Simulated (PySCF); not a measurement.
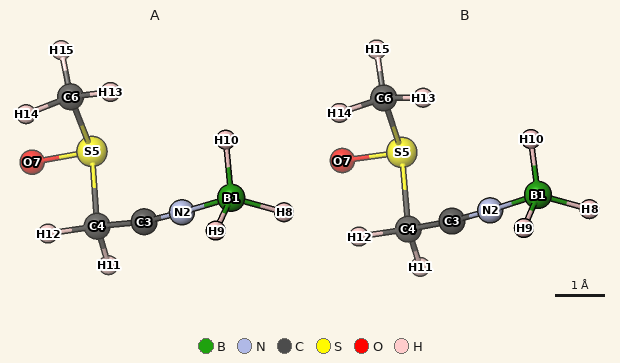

Two geometries of C$_{3}$H$_{8}$BNOS, drawn at one scale. One is the start of a relaxation, the other its converged end. The picture is a ball-and-stick view, seen from a free direction.

Computed with PBE0-D3(BJ)/def2-SVP geometry optimisation, gas phase in PySCF. 

Question: Which geometry has the lower energy?

Answer: Structure A is the relaxed one. The start comes from GFN2-xTB. Its atoms were then displaced at random by about 0.01 Å. After 6 geometry steps the energy has fallen by 32.6 kJ/mol. The largest move after the best rigid fit is that of H15, 0.16 Å. By element the largest moves are H 0.16 Å, B 0.10 Å, C 0.08 Å, O 0.07 Å, N 0.05 Å, S 0.02 Å. Some distances before and after: C3–C4 1.366 → 1.435 Å, B1–H9 1.167 → 1.223 Å, C4–S5 1.937 → 1.884 Å, S5–O7 1.442 → 1.492 Å. Bond angles that change, for instance: C3–C4–H11 115.0° → 111.9°, S5–C6–H15 107.9° → 105.4°, H9–B1–H10 114.9° → 112.5°.
